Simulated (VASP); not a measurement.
Band structure of In (bct). Method: SCAN meta-GGA, VASP's PBE PAW potentials (set 64) (plane waves; VASP 6.6.1).

Unless said otherwise, spin-orbit coupling is left out, though it shifts the bands of the heavy elements here.

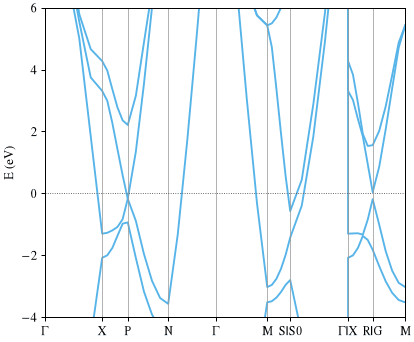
Figure: Bands along high-symmetry lines, zero at the valence-band maximum or, without a gap, the Fermi level

Question: Read the plot: is there a gap, and where are the band edges?

Answer: It has no gap at this level: it comes out as a metal or semimetal.

The compound is In in the bct structure. It was relaxed first.
